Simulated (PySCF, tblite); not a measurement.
# Si₂NH₇: dynamics, then NMR shifts and electronic excitations on frames

Aim: move Si₂NH₇ (`[SiH3]N[SiH3]`) away from its starting geometry and see how NMR shifts and electronic excitations follow the geometry.

Programs: tblite 0.8.0 and PySCF 2.14.0, with density-fitted response routines of our own. Each step states its level of theory. These are calculated values for one molecule in the gas phase, unless marked as measured. Atoms count from 0, in the outputs and in this text.

## Step 1: The molecule as given

10 atoms, charge 0, multiplicity 1; geometry from: GFN2-xTB.

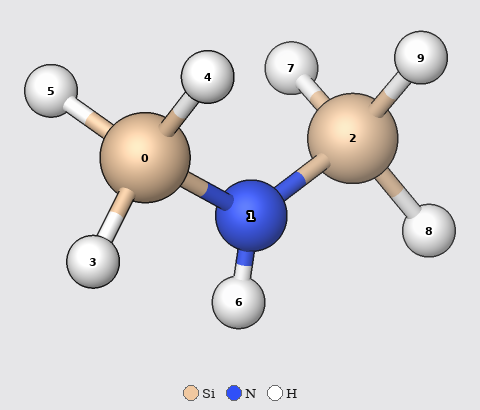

As it starts; silicon light orange, nitrogen blue, hydrogen white, atoms numbered.

## Step 2: Thermal motion with GFN2-xTB

What the job is given:

```
{"job": {"kind": "md", "xc": "GFN2-xTB", "basis": "xTB", "temperature": 600, "steps": 2000, "every": 50, "frames": 5}, "charge": 0, "multiplicity": 1}
Si     1.496596    -0.282865     0.362760
N      0.082099    -0.068577    -0.613467
Si    -1.517432     0.363171    -0.109030
H      2.595554    -0.498652    -0.579027
H      1.674699     0.934413     1.152269
H      1.362748    -1.436606     1.260577
H      0.141484    -0.461699    -1.538050
H     -2.124157    -0.685639     0.719429
H     -2.285406     0.541408    -1.341670
H     -1.417302     1.599699     0.663681
```

With the program's defaults for keys left out, this is: GFN2-xTB Langevin dynamics, gas phase.

Launch:

```sh
$ OMP_NUM_THREADS=1 python probes_run.py task.json out
```

The driver reads the jobs from task.json and runs them one after another.

The log of the run:

```text
t/fs     T/K      E/eV
    0.0   508.5   -271.98071
   25.0   304.9   -271.66806
   50.0   411.5   -271.50415
   75.0   418.2   -271.52472
  100.0   430.0   -271.59401
  125.0   375.4   -271.56565
  150.0   441.7   -271.57384
  175.0   525.7   -271.46525
  200.0   543.8   -271.41651
  225.0   893.0   -271.48695
  250.0   601.7   -271.41560
  275.0   593.1   -271.44207
  300.0   724.9   -271.54538
  325.0   446.7   -271.65275
  350.0   469.1   -271.59691
  375.0   680.8   -271.59829
  400.0   325.1   -271.40936
  425.0   454.4   -271.28891
  450.0   401.5   -271.35820
  475.0   477.6   -271.46861
  500.0   581.0   -271.40283
  525.0   673.0   -271.11063
  550.0   593.3   -271.11280
  575.0   751.5   -271.49716
  600.0   540.1   -271.06868
  625.0   472.6   -271.40562
  650.0   393.5   -271.25199
  675.0   476.4   -271.44093
  700.0   531.0   -271.48897
  725.0   615.0   -271.52236
  750.0   585.2   -271.48294
  775.0   501.5   -271.39711
  800.0   761.2   -271.70552
  825.0   714.9   -271.36338
  850.0   568.4   -271.28222
  875.0   575.5   -271.46643
  900.0   327.1   -271.45319
  925.0   533.2   -271.61489
  950.0   451.0   -271.58728
  975.0   563.9   -271.43569
 1000.0   788.0   -271.55566
```

Wall time 20 s (1 thread, shared host).

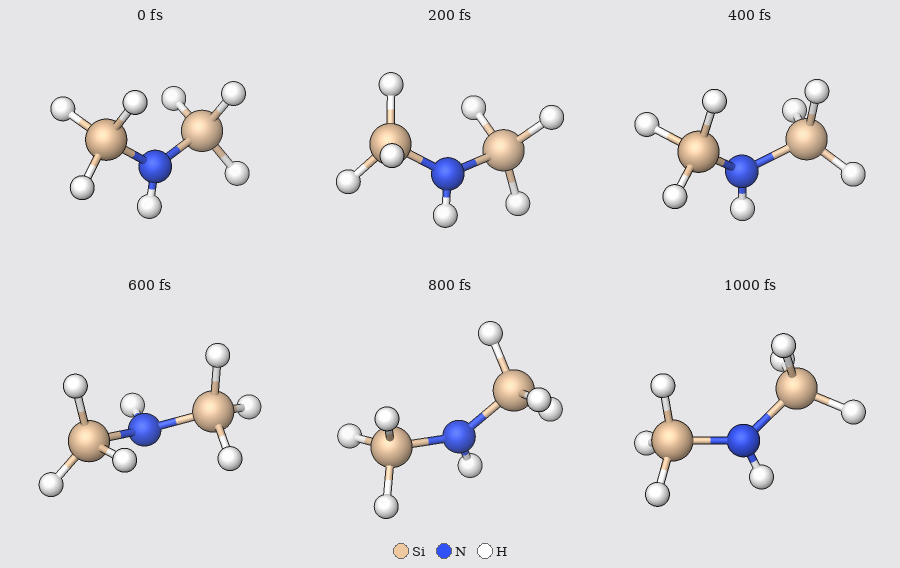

Frames of the run.

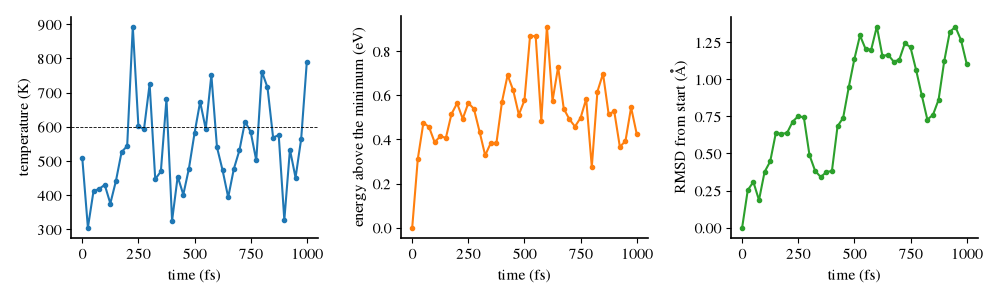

Temperature, potential energy and distance from the start.

Positions (Å) and forces (eV/Å) at 1000 fs:

```xyz
10

Si    0.120   -0.345   -0.004   -0.513   -0.049   -0.253
N    -0.953    0.938   -0.398   -2.373    1.657   -0.614
Si   -2.231    1.899    0.502    2.256   -0.622    0.649
H     1.032   -0.471   -1.141    0.295    0.238    0.161
H     0.425   -0.033    1.371    0.439    0.038    0.170
H    -0.578   -1.621   -0.032   -0.199   -0.439    0.115
H    -1.298    0.970   -1.376    0.733   -0.319    0.751
H    -2.870    2.928   -0.352    0.283   -0.388    0.149
H    -1.358    2.443    1.666   -0.745   -0.146   -0.917
H    -3.172    0.993    1.163   -0.177    0.030   -0.212
```

## Step 3: Shielding tensors: 250 fs, PBE0/pcSseg-1

What the job is given:

```
{"job": {"kind": "nmr", "xc": "PBE0", "basis": "pcSseg-1", "pop": false}, "charge": 0, "multiplicity": 1}
Si     1.195100    -0.345100     0.424800
N     -0.130000     0.143100    -0.645700
Si    -1.707600     0.443100    -0.098300
H      1.522900    -1.532500    -0.338400
H      2.215700     0.581900     0.378100
H      0.749000    -0.409600     1.786600
H      0.000300     0.705600    -1.442100
H     -1.861400    -0.120500     1.187300
H     -2.559700     0.200500    -1.297200
H     -2.128800     1.887900     0.246900
```

Level: GIAO PBE0/pcSseg-1 NMR shielding, non-relativistic, gas phase.

The log of the run:

```text
coarse grid: 8656 points
cycle   1  E = -637.5409496555  dE =  3.840e-02  |g| = 4.399e-01  |ddm| = 2.739e+00
cycle   2  E = -637.4886323744  dE =  5.232e-02  |g| = 6.480e-01  |ddm| = 8.935e-01
cycle   3  E = -637.5808421907  dE = -9.221e-02  |g| = 4.511e-02  |ddm| = 6.100e-01
cycle   4  E = -637.5813499386  dE = -5.077e-04  |g| = 6.741e-03  |ddm| = 5.760e-02
cycle   5  E = -637.5813578900  dE = -7.951e-06  |g| = 1.050e-03  |ddm| = 8.919e-03
final grid: 72448 points
cycle   6  E = -637.5945155868  dE = -8.127e-06  |g| = 4.596e-03  |ddm| = 9.908e-03
cycle   7  E = -637.5945101361  dE =  5.451e-06  |g| = 6.786e-03  |ddm| = 8.971e-03
cycle   8  E = -637.5945198086  dE = -9.673e-06  |g| = 3.933e-04  |ddm| = 5.470e-03
cycle   9  E = -637.5945198353  dE = -2.670e-08  |g| = 5.052e-05  |ddm| = 3.815e-04
cycle  10  E = -637.5945198358  dE = -5.748e-10  |g| = 1.249e-05  |ddm| = 7.356e-05
converged SCF energy = -637.5945198358

GIAO shielding tensors (ppm)
atom      isotropic    diamagn.    paramagn.     s11        s22        s33       span
  0 Si     395.834     879.671    -483.838    346.276    381.944    459.281    113.005
  1 N      284.257     322.997     -38.739    244.765    269.822    338.184     93.419
  2 Si     399.139     879.282    -480.143    338.897    343.029    515.490    176.594
  3 H       26.271      28.992      -2.721     21.380     24.887     32.546     11.166
  4 H       27.943      30.646      -2.702     24.456     26.131     33.242      8.786
  5 H       27.252      30.007      -2.755     24.084     26.548     31.124      7.040
  6 H       33.796      33.382       0.414     23.989     30.940     46.459     22.471
  7 H       27.287      30.423      -3.136     24.170     26.214     31.475      7.305
  8 H       26.231      28.336      -2.105     22.299     24.473     31.920      9.620
  9 H       26.244      28.240      -1.996     23.236     24.491     31.006      7.769
```

It took 11 s on 1 thread, shared host.

Shifts follow as δ = σ(reference) − σ, with reference shieldings (ppm) from runs at the same level and on the same kind of geometry: ¹H TMS 31.72, ²⁹Si TMS 349.2, ¹⁵N NH3 267.7. The references are single molecules in the gas phase, so shifts against H2O, NH3, PH3, H3PO4 or CFCl3 are not on the usual liquid scales and can be off by tens of ppm. Each atom is listed at this fixed geometry, with no averaging over motion; a spectrum would average atoms that exchange fast.

```
atoms                            environment  σ (ppm)  δ (ppm)
   H8      hydrogen on a silicon bonded to N    26.23     5.49
   H9      hydrogen on a silicon bonded to N    26.24     5.47
   H3      hydrogen on a silicon bonded to N    26.27     5.45
   H5      hydrogen on a silicon bonded to N    27.25     4.46
   H7      hydrogen on a silicon bonded to N    27.29     4.43
   H4      hydrogen on a silicon bonded to N    27.94     3.77
   H6  hydrogen on a nitrogen bonded to 2 Si    33.80    -2.08
  Si0               silicon bonded to N, 3 H    395.8    -46.7
  Si2               silicon bonded to N, 3 H    399.1    -50.0
   N1             nitrogen bonded to 2 Si, H    284.3    -16.5
```

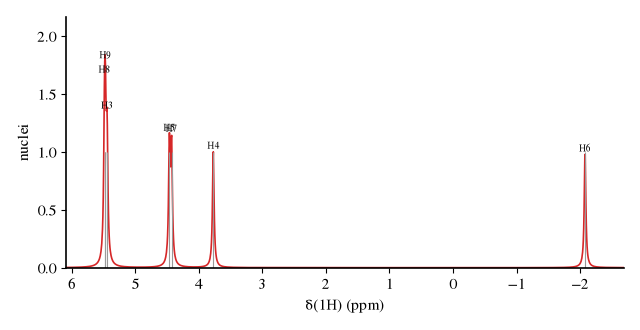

¹H lines at the computed shifts, without couplings. Lines are broadened to a width of 0.03 ppm (Lorentzian).

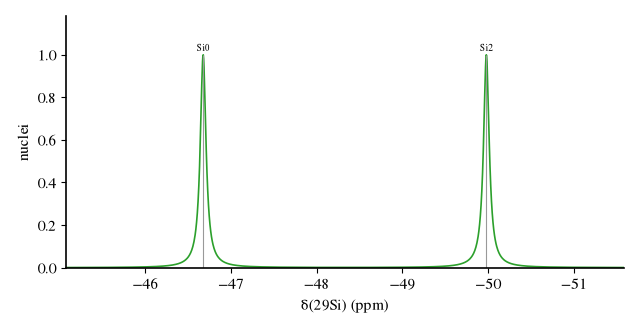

²⁹Si lines at the computed shifts, without couplings. Lines are broadened to a width of 0.08 ppm (Lorentzian).

## Step 4: TDDFT and polarisability: 250 fs, PBE0/def2-SVPD

The job, as its differences from that of step 3:

```diff
@@ -1,2 +1,2 @@
-{"job": {"kind": "nmr", "xc": "PBE0", "basis": "pcSseg-1", "pop": false}, "charge": 0, "multiplicity": 1}
+{"job": {"kind": "uv", "xc": "PBE0", "basis": "def2-SVPD", "nstates": 5, "ntriplets": 0}, "charge": 0, "multiplicity": 1}
 Si     1.195100    -0.345100     0.424800
```

Level: TDDFT PBE0/def2-SVPD, vertical, gas phase, core orbitals frozen in the response.

The log of the run:

```text
coarse grid: 8656 points
cycle   1  E = -637.2921025852  dE =  2.494e-02  |g| = 4.193e-01  |ddm| = 3.375e+00
cycle   2  E = -637.2394249633  dE =  5.268e-02  |g| = 6.284e-01  |ddm| = 1.125e+00
cycle   3  E = -637.3301821481  dE = -9.076e-02  |g| = 4.308e-02  |ddm| = 6.783e-01
cycle   4  E = -637.3307174505  dE = -5.353e-04  |g| = 5.709e-03  |ddm| = 1.014e-01
cycle   5  E = -637.3307291988  dE = -1.175e-05  |g| = 7.945e-04  |ddm| = 1.467e-02
cycle   6  E = -637.3307294584  dE = -2.595e-07  |g| = 1.605e-04  |ddm| = 2.590e-03
final grid: 72448 points
cycle   7  E = -637.4045083207  dE = -6.119e-06  |g| = 4.398e-03  |ddm| = 4.007e-02
cycle   8  E = -637.4045018323  dE =  6.488e-06  |g| = 6.964e-03  |ddm| = 1.307e-02
cycle   9  E = -637.4045126285  dE = -1.080e-05  |g| = 1.100e-04  |ddm| = 6.974e-03
cycle  10  E = -637.4045126328  dE = -4.367e-09  |g| = 4.477e-05  |ddm| = 3.790e-04
cycle  11  E = -637.4045126335  dE = -6.668e-10  |g| = 8.819e-06  |ddm| = 1.141e-04
converged SCF energy = -637.4045126335

Static polarisability (au): isotropic 61.429, principal 53.914 58.432 71.941

Singlet excitations
state   eV       nm        f      main configurations
  1   5.6481    219.5   0.00103   H->L 0.98
  2   6.7582    183.5   0.00489   H->L+1 0.65, H->L+2 0.28
  3   6.9090    179.5   0.04553   H->L+3 0.89
  4   6.9844    177.5   0.02985   H->L+2 0.66, H->L+1 0.31
  5   7.2808    170.3   0.01424   H->L+4 0.94
```

Run time: 12 s. Hardware: 1 thread, shared host.

Frontier orbitals and where they lie:

```
orbital      eV                        atoms
 HOMO−3  -10.10   Si0 32 %, H4 20 %, H5 16 %
 HOMO−2   -9.50  Si2 26 %, Si0 15 %, H8 14 %
 HOMO−1   -9.09   Si2 30 %, H9 17 %, N1 16 %
   HOMO   -7.23   N1 47 %, Si2 16 %, H9 13 %
   LUMO   -0.22   Si0 27 %, Si2 19 %, N1 9 %
 LUMO+1    0.74   Si0 36 %, Si2 28 %, N1 7 %
 LUMO+2    0.82   Si0 44 %, H5 16 %, H3 11 %
```

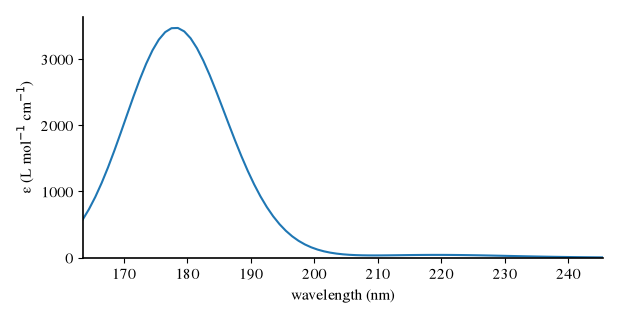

Absorption spectrum: each of the 5 states is a Gaussian band of 0.4 eV half-width at 1/e. Beyond the last state computed it falls off for lack of states.

Ground-state properties from the same run:

```
           property  computed
  dipole moment (D)      0.97
polarisability (Å³)      9.10
 HOMO–LUMO gap (eV)      7.01
      −ε(HOMO) (eV)      7.23
```

## Step 5: Nuclear shieldings: 425 fs, PBE0/pcSseg-1

What the job is given:

```
{"job": {"kind": "nmr", "xc": "PBE0", "basis": "pcSseg-1", "pop": false}, "charge": 0, "multiplicity": 1}
Si     1.263700    -0.486000     0.419900
N     -0.269800    -0.270300    -0.388900
Si    -1.533600     0.832000    -0.008200
H      2.200500     0.023900    -0.585200
H      0.942700     0.631800     1.455600
H      1.556500    -1.886600     0.660800
H     -0.739400    -0.996100    -0.966900
H     -2.879300     0.359100     0.374600
H     -1.708900     1.387800    -1.446000
H     -0.948600     1.913100     0.675400
```

Method: GIAO PBE0/pcSseg-1 NMR shielding, non-relativistic, gas phase.

The log of the run:

```text
coarse grid: 8656 points
cycle   1  E = -637.5325600088  dE = -4.420e-02  |g| = 4.589e-01  |ddm| = 2.718e+00
cycle   2  E = -637.4666653906  dE =  6.589e-02  |g| = 7.031e-01  |ddm| = 1.066e+00
cycle   3  E = -637.5782486460  dE = -1.116e-01  |g| = 5.036e-02  |ddm| = 7.158e-01
cycle   4  E = -637.5788435829  dE = -5.949e-04  |g| = 9.048e-03  |ddm| = 6.111e-02
cycle   5  E = -637.5788628746  dE = -1.929e-05  |g| = 1.166e-03  |ddm| = 1.373e-02
cycle   6  E = -637.5788633378  dE = -4.632e-07  |g| = 2.500e-04  |ddm| = 2.061e-03
final grid: 72448 points
cycle   7  E = -637.5921711038  dE = -7.508e-06  |g| = 4.825e-03  |ddm| = 1.020e-02
cycle   8  E = -637.5921638474  dE =  7.256e-06  |g| = 7.563e-03  |ddm| = 9.690e-03
cycle   9  E = -637.5921759125  dE = -1.207e-05  |g| = 2.205e-04  |ddm| = 5.989e-03
cycle  10  E = -637.5921759194  dE = -6.963e-09  |g| = 3.901e-05  |ddm| = 2.294e-04
cycle  11  E = -637.5921759197  dE = -3.068e-10  |g| = 1.223e-05  |ddm| = 5.736e-05
converged SCF energy = -637.5921759197

GIAO shielding tensors (ppm)
atom      isotropic    diamagn.    paramagn.     s11        s22        s33       span
  0 Si     389.113     879.026    -489.913    351.638    361.986    453.715    102.077
  1 N      267.644     323.827     -56.184    216.054    254.773    332.103    116.049
  2 Si     393.633     879.864    -486.231    338.388    356.493    486.018    147.630
  3 H       26.440      29.307      -2.867     22.316     24.950     32.054      9.738
  4 H       25.336      28.773      -3.437     22.024     25.136     28.848      6.824
  5 H       26.404      28.921      -2.517     22.949     24.746     31.516      8.566
  6 H       32.140      31.637       0.503     22.401     30.613     43.407     21.006
  7 H       26.456      28.574      -2.118     23.002     24.464     31.900      8.898
  8 H       25.671      28.253      -2.582     21.520     24.338     31.156      9.636
  9 H       27.361      30.725      -3.364     24.551     26.122     31.410      6.859
```

Run time: 12 s. Hardware: 1 thread, shared host.

This run: δ Si0 -40.0, Si2 -44.5, N1 0.1, H4 6.38, H8 6.05 ppm.

## Step 6: Excited states and response: 425 fs, PBE0/def2-SVPD

The job, as its differences from that of step 5:

```diff
@@ -1,2 +1,2 @@
-{"job": {"kind": "nmr", "xc": "PBE0", "basis": "pcSseg-1", "pop": false}, "charge": 0, "multiplicity": 1}
+{"job": {"kind": "uv", "xc": "PBE0", "basis": "def2-SVPD", "nstates": 5, "ntriplets": 0}, "charge": 0, "multiplicity": 1}
 Si     1.263700    -0.486000     0.419900
```

With the program's defaults for keys left out, this is: TDDFT PBE0/def2-SVPD, vertical, gas phase, core orbitals frozen in the response.

The log of the run:

```text
coarse grid: 8656 points
cycle   1  E = -637.2840999870  dE = -5.777e-02  |g| = 4.391e-01  |ddm| = 3.434e+00
cycle   2  E = -637.2158506743  dE =  6.825e-02  |g| = 6.897e-01  |ddm| = 1.209e+00
cycle   3  E = -637.3284724407  dE = -1.126e-01  |g| = 4.627e-02  |ddm| = 7.228e-01
cycle   4  E = -637.3290487537  dE = -5.763e-04  |g| = 1.019e-02  |ddm| = 9.282e-02
cycle   5  E = -637.3290851309  dE = -3.638e-05  |g| = 1.440e-03  |ddm| = 2.821e-02
cycle   6  E = -637.3290858713  dE = -7.404e-07  |g| = 2.014e-04  |ddm| = 3.797e-03
final grid: 72448 points
cycle   7  E = -637.4030158229  dE = -6.811e-06  |g| = 4.733e-03  |ddm| = 3.533e-02
cycle   8  E = -637.4030076002  dE =  8.223e-06  |g| = 7.694e-03  |ddm| = 1.168e-02
cycle   9  E = -637.4030208428  dE = -1.324e-05  |g| = 1.121e-04  |ddm| = 7.295e-03
cycle  10  E = -637.4030208474  dE = -4.594e-09  |g| = 3.664e-05  |ddm| = 3.435e-04
cycle  11  E = -637.4030208479  dE = -4.461e-10  |g| = 7.975e-06  |ddm| = 7.468e-05
converged SCF energy = -637.4030208479

Static polarisability (au): isotropic 64.238, principal 57.742 58.684 76.287

Singlet excitations
state   eV       nm        f      main configurations
  1   5.2399    236.6   0.00161   H->L 0.99
  2   6.3641    194.8   0.00287   H->L+1 0.96
  3   6.5982    187.9   0.00692   H->L+2 0.52, H->L+3 0.41
  4   6.7590    183.4   0.03813   H->L+2 0.43, H->L+3 0.42, H->L+4 0.10
  5   6.9463    178.5   0.03639   H->L+4 0.70, H->L+3 0.13, H->L+5 0.09
```

Run time: 13 s. Hardware: 1 thread, shared host.

Key values: HOMO -7.02 eV, LUMO -0.45 eV; lowest singlet 5.24 eV.

## Step 7: Shielding tensors: 625 fs, PBE0/pcSseg-1

What the job is given:

```
{"job": {"kind": "nmr", "xc": "PBE0", "basis": "pcSseg-1", "pop": false}, "charge": 0, "multiplicity": 1}
Si     1.407700    -0.981400     0.229100
N     -0.243700    -0.548500     0.257600
Si    -0.836400     1.122800     0.356800
H      2.362100    -0.167900    -0.550000
H      1.769200    -1.235500     1.613700
H      1.178000    -2.410900    -0.012900
H     -0.991500    -1.197500     0.317300
H     -2.241400     0.796500     0.052000
H     -0.004000     1.611400    -0.743400
H     -0.683400     1.799200     1.603500
```

Method: GIAO PBE0/pcSseg-1 NMR shielding, non-relativistic, gas phase.

The log of the run:

```text
coarse grid: 8656 points
cycle   1  E = -637.5299208585  dE =  9.895e-03  |g| = 4.687e-01  |ddm| = 2.733e+00
cycle   2  E = -637.4599201416  dE =  7.000e-02  |g| = 7.220e-01  |ddm| = 1.220e+00
cycle   3  E = -637.5776603916  dE = -1.177e-01  |g| = 4.399e-02  |ddm| = 8.360e-01
cycle   4  E = -637.5781251021  dE = -4.647e-04  |g| = 8.201e-03  |ddm| = 5.841e-02
cycle   5  E = -637.5781399273  dE = -1.483e-05  |g| = 1.685e-03  |ddm| = 1.241e-02
cycle   6  E = -637.5781407394  dE = -8.121e-07  |g| = 2.721e-04  |ddm| = 2.447e-03
final grid: 72448 points
cycle   7  E = -637.5914177849  dE = -7.435e-06  |g| = 4.694e-03  |ddm| = 1.068e-02
cycle   8  E = -637.5914113255  dE =  6.459e-06  |g| = 7.214e-03  |ddm| = 1.029e-02
cycle   9  E = -637.5914222317  dE = -1.091e-05  |g| = 2.406e-04  |ddm| = 6.415e-03
cycle  10  E = -637.5914222423  dE = -1.056e-08  |g| = 4.410e-05  |ddm| = 3.119e-04
cycle  11  E = -637.5914222427  dE = -4.165e-10  |g| = 1.214e-05  |ddm| = 6.363e-05
converged SCF energy = -637.5914222427

GIAO shielding tensors (ppm)
atom      isotropic    diamagn.    paramagn.     s11        s22        s33       span
  0 Si     419.842     879.202    -459.360    349.818    407.066    502.642    152.825
  1 N      271.224     324.716     -53.492    247.690    256.902    309.080     61.390
  2 Si     395.306     879.998    -484.692    338.416    384.337    463.166    124.750
  3 H       26.749      28.297      -1.548     23.582     25.210     31.453      7.871
  4 H       26.708      29.057      -2.350     22.830     25.062     32.231      9.401
  5 H       26.273      28.967      -2.694     22.729     24.794     31.296      8.567
  6 H       32.096      34.314      -2.218     22.608     29.143     44.536     21.928
  7 H       26.522      29.619      -3.096     22.541     25.300     31.726      9.185
  8 H       26.549      30.034      -3.485     22.429     25.776     31.440      9.011
  9 H       27.332      29.872      -2.540     23.977     25.309     32.710      8.733
```

It took 11 s on 1 thread, shared host.

This run: δ Si2 -46.1, Si0 -70.7, N1 -3.5, H5 5.44, H7 5.19 ppm.

## Step 8: TDDFT and polarisability: 625 fs, PBE0/def2-SVPD

The job, as its differences from that of step 7:

```diff
@@ -1,2 +1,2 @@
-{"job": {"kind": "nmr", "xc": "PBE0", "basis": "pcSseg-1", "pop": false}, "charge": 0, "multiplicity": 1}
+{"job": {"kind": "uv", "xc": "PBE0", "basis": "def2-SVPD", "nstates": 5, "ntriplets": 0}, "charge": 0, "multiplicity": 1}
 Si     1.407700    -0.981400     0.229100
```

With the program's defaults for keys left out, this is: TDDFT PBE0/def2-SVPD, vertical, gas phase, core orbitals frozen in the response.

The log of the run:

```text
coarse grid: 8656 points
cycle   1  E = -637.2812161017  dE = -3.525e-03  |g| = 4.489e-01  |ddm| = 3.421e+00
cycle   2  E = -637.2100389886  dE =  7.118e-02  |g| = 7.044e-01  |ddm| = 1.224e+00
cycle   3  E = -637.3272749696  dE = -1.172e-01  |g| = 4.160e-02  |ddm| = 7.432e-01
cycle   4  E = -637.3277590526  dE = -4.841e-04  |g| = 7.481e-03  |ddm| = 1.011e-01
cycle   5  E = -637.3277802044  dE = -2.115e-05  |g| = 2.041e-03  |ddm| = 1.782e-02
cycle   6  E = -637.3277815958  dE = -1.391e-06  |g| = 2.642e-04  |ddm| = 3.823e-03
final grid: 72448 points
cycle   7  E = -637.4016936868  dE = -6.782e-06  |g| = 4.503e-03  |ddm| = 3.302e-02
cycle   8  E = -637.4016868210  dE =  6.866e-06  |g| = 7.144e-03  |ddm| = 1.090e-02
cycle   9  E = -637.4016981415  dE = -1.132e-05  |g| = 1.513e-04  |ddm| = 6.960e-03
cycle  10  E = -637.4016981503  dE = -8.799e-09  |g| = 4.444e-05  |ddm| = 3.386e-04
cycle  11  E = -637.4016981509  dE = -6.406e-10  |g| = 1.170e-05  |ddm| = 8.938e-05
converged SCF energy = -637.4016981509

Static polarisability (au): isotropic 62.652, principal 55.857 59.409 72.690

Singlet excitations
state   eV       nm        f      main configurations
  1   5.1835    239.2   0.00254   H->L 0.99
  2   6.2767    197.5   0.01342   H->L+1 0.98
  3   6.7504    183.7   0.02034   H->L+2 0.89
  4   6.9066    179.5   0.00839   H->L+3 0.68, H-1->L 0.16
  5   7.0240    176.5   0.00241   H-1->L 0.61, H->L+3 0.25, H->L+4 0.09
```

It took 13 s on 1 thread, shared host.

Key values: HOMO -7.05 eV, LUMO -0.49 eV; lowest singlet 5.18 eV.

[end of part 1 of 2]
